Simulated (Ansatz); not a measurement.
Band structure of YBRh₃ (Pm-3m, 5 atoms in the cell).

```xyz
5
Lattice="4.1788 0.0000 0.0000 0.0000 4.1788 0.0000 0.0000 0.0000 4.1788" Properties=species:S:1:pos:R:3 pbc="T T T"
Y      0.0000     0.0000     0.0000
B      2.0894     2.0894     2.0894
Rh     0.0000     2.0894     2.0894
Rh     2.0894     0.0000     2.0894
Rh     2.0894     2.0894     0.0000
```

Level of theory: PBEsol, PAW files made with PBE (plane waves; Ansatz, a quantum-chemistry and plane-wave program).

Settings: kpoints.mp_grid.grid = 7 7 7; hamiltonian.xc = pbesol; hamiltonian.pseudopotentials = {kind: paw} (the program's default PAW files); scf.occupations.method = gaussian; scf.occupations.width = 0.136 eV; kpoints.band_path.npoints = 8.

The starting cell comes from a database of computed structures (which also holds hypothetical and non-ambient phases and stackings), without a prior relaxation at this level. Spin polarisation is off.

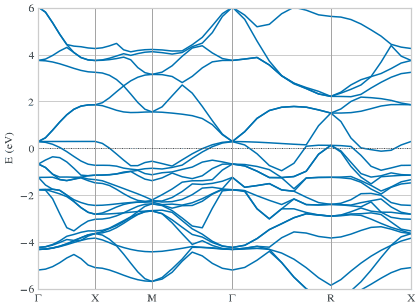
Fig. 1. Bands along the path, energies from the Fermi level.

Levels in eV from the Fermi level, bands 29 to 36:
```tsv
point	29	30	31	32	33	34	35	36
Γ	-0.68	-0.68	-0.68	0.28	0.29	0.29	0.29	3.75
X	-1.34	-1.15	-1.15	-0.73	0.29	1.86	1.86	3.24
M	-2.21	-1.39	-1.13	-0.86	-0.56	1.55	1.55	3.15
R	-1.24	0.12	0.12	0.12	1.50	1.50	1.50	2.22
```

Bands cross the Fermi level along this path, so the cell is metallic at this level.

Keys are those of Ansatz 0.2.
